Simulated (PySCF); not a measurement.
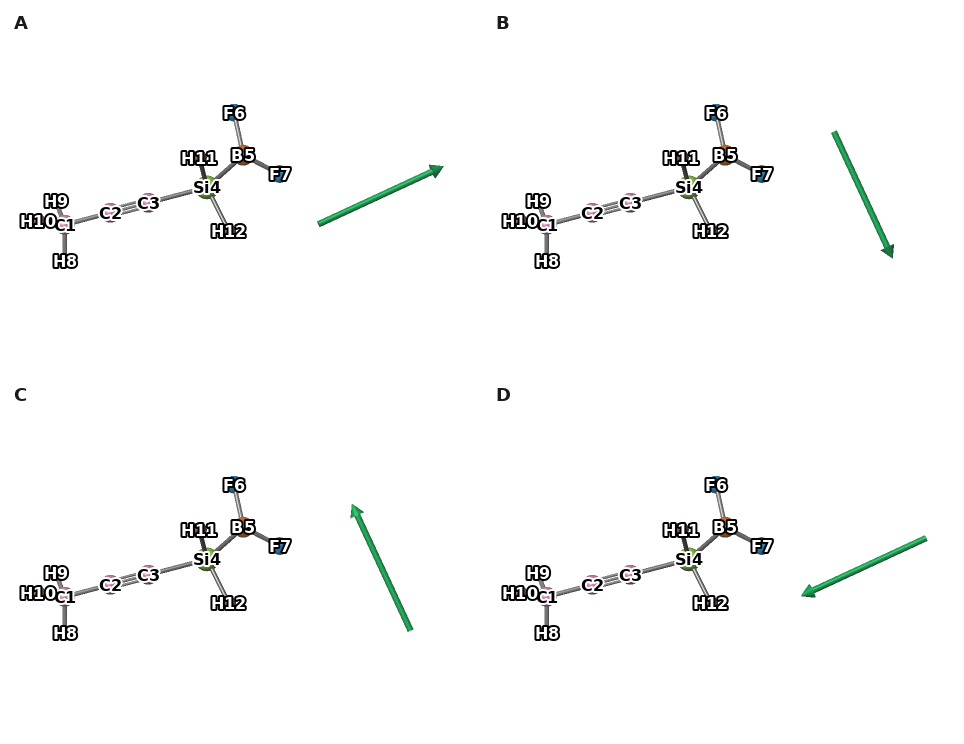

The same molecule four times, each with an arrow. The computed structure is the end point of a GFN2-xTB optimisation. No frequency run is at hand to confirm it as a minimum. Level of theory: CAM-B3LYP/def2-SVPD, gas phase (PySCF 2.14.0).

### Which arrow points along the dipole moment, from the negative to the positive end?

D. The dipole moment is 2.11 D; it points from the side of F7 to the side of H10 (the outermost atoms at the two ends).

The geometry is semi-empirical. Around B, Si such bond lengths and angles can be off by a tenth of an ångström or more and by several degrees, and values that hang on the shape move with them.
